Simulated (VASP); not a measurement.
Given:

```xyz
2
Lattice="2.9075 0.0000 0.0000 0.0000 2.9075 0.0000 0.0000 0.0000 2.9075" Properties=species:S:1:pos:R:3 pbc="T T T"
Zn     1.4537     1.4537     1.4537
Cu     0.0000     0.0000     0.0000
```

Level of theory: SCAN meta-GGA, VASP's PBE PAW potentials (set 64) (plane waves; VASP). Numerical set-up: 520 eV cut-off, 14×14×14 Γ-centred mesh, tetrahedra with Blöchl corrections, potentials Zn Cu.

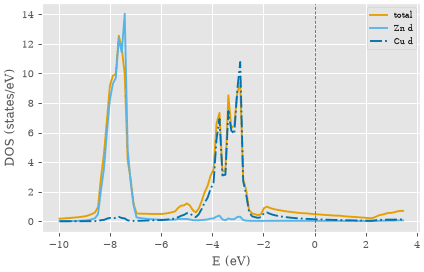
*Total and projected density of states, zero at the Fermi level*

Within 2 eV below the Fermi level the largest weight inside VASP's projection spheres is Cu d, then Zn p.

It has no gap at this level: it comes out as a metal or semimetal.

The compound is CuZn in the CsCl type structure. It was relaxed first. The electron count is odd and the run is not spin-polarised, which forces a metal.
